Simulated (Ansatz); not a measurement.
The starting structures come from a database of crystals and need not be the phases stable at ambient conditions.

 Where the default PAW files enter, the runs use the earlier of Ansatz's two default sets.

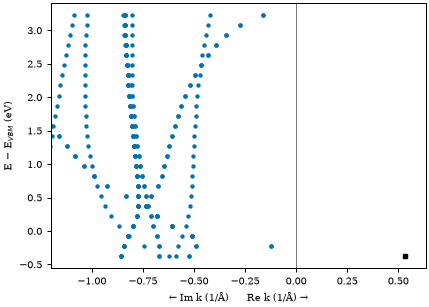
Complex bands at the centre of the two-dimensional zone; r2SCAN (Ansatz, an electronic-structure program)

The gap is the functional's own. No spin-orbit coupling. Mid-gap values are interpolated on the energy grid.

Problem. This is Li₂H₆PtO₆ (P-3, not sure to be the ambient phase, 15 atoms a cell, 7.3 Å³ an atom, -2 GPa at this level) along the normal of (001). Read off the slowest decay at the centre of the two-dimensional zone at 1.43 eV, the computed energy nearest the middle of the gap.

Solution. κ ≈ 0.50 1/Å, a decay length 1/(2κ) of the density of 1.0 Å.
